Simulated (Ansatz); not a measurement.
**A computed series for GaSb: response to strain**

The parent structure is GaSb in the zinc blende structure (space group F-43m, No. 216; a = 6.049 Å).

Strains are applied to the cell and any free atomic positions relax.

Computed with Ansatz (a first-principles code) LDA, spin-orbit coupling left out.

Notes on the quantities. energy relative to the base: free energy F.

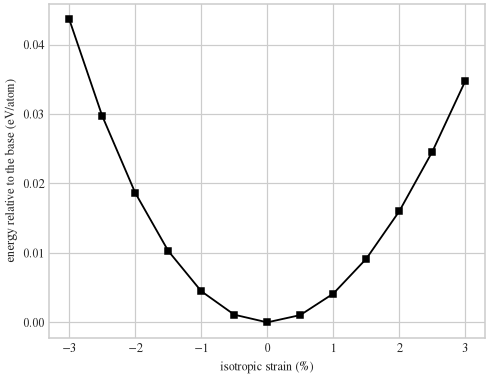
Fig. 1. Energy relative to the base against isotropic strain

### Question
From the plot, what is the energy relative to the base for isotropic strain −1.00 %?

### Answer
About 0.004 eV/atom.

### Question
Is the trend monotonic over the range shown?

### Answer
No, it turns within the range, spanning 0 meV/atom to +44 meV/atom.

No phonon test of stability was made. The final runs are not spin-polarised.
